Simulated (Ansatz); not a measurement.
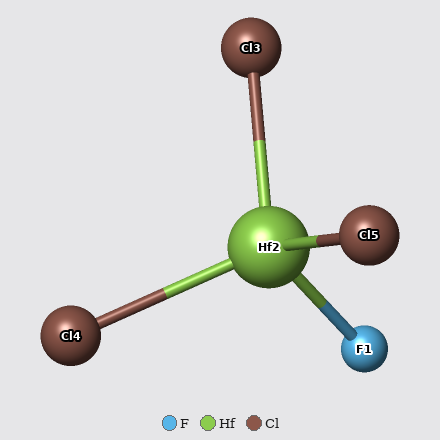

The system is Cl₃FHf, SMILES [F][Hf]([Cl])([Cl])[Cl]; the picture shows the reference structure. 
- First axis: bond length F1–Hf2. Second axis: angle F1–Hf2–Cl3.
- Nothing is relaxed (all other coordinates rigid).
- The scan uses a 7 × 7 grid.
- Points are written as (first, second).
- Energies: kJ/mol, counted from the lowest grid point.
- Method: RKS PBE0-D4/def2-SVP in Ansatz.

Its coordinates:

```xyz
5

F    -0.4294   -0.3002    1.8861
Hf   -0.0071   -0.0257    0.0650
Cl    1.8323   -1.3462   -0.4925
Cl   -1.8455   -0.6285   -1.2371
Cl    0.4996    2.2269   -0.2629
```

Range: bond length F1–Hf2 from 1.625 to 2.645 Å; angle F1–Hf2–Cl3 from 64 to 154°.

### What landscape does the calculation give?

The lowest grid point is at (1.965 Å, 109°). The bottom of the well lies between grid points, at about (1.888 Å, 109°), about 7.4 kJ/mol lower on the interpolated surface. It is the only kind of minimum in the scanned range. The highest grid point, (2.645 Å, 64°), lies 386 kJ/mol above the lowest. Round the minimum the two coordinates are nearly uncoupled.

```
angle F1–Hf2–Cl3 ↓, bond length F1–Hf2 →  1.625  1.795  1.965  2.135  2.305  2.475  2.645
                                     154    281    126    107    148    214    286    356
                                     139    206     58     46     94    165    242    316
                                     124    163     20     11     62    136    216    293
                                     109    150      8      0     52    127    208    285
                                      94    164     21     12     63    137    217    293
                                      79    219     71     57    103    173    249    322
                                      64    369    210    182    211    264    325    386
```

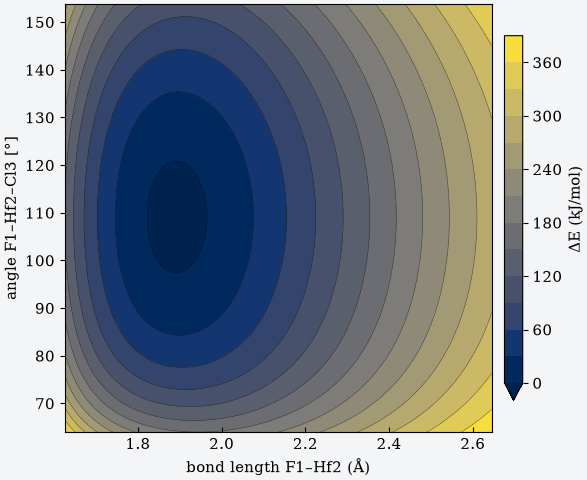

In the figure: filled contours. Between grid points the surface is interpolated.

Each point was launched as `ansatz run input.yaml --threads 1 --pin off --max-ram 2560MiB --backend cpu --events-out ev --progress --plain --runs-dir out`. The whole map (49 points run) took 12 min on 1 thread of Intel(R) Xeon(R) Processor @ 2.50GHz (Skylake/Cascade Lake), on a shared host.
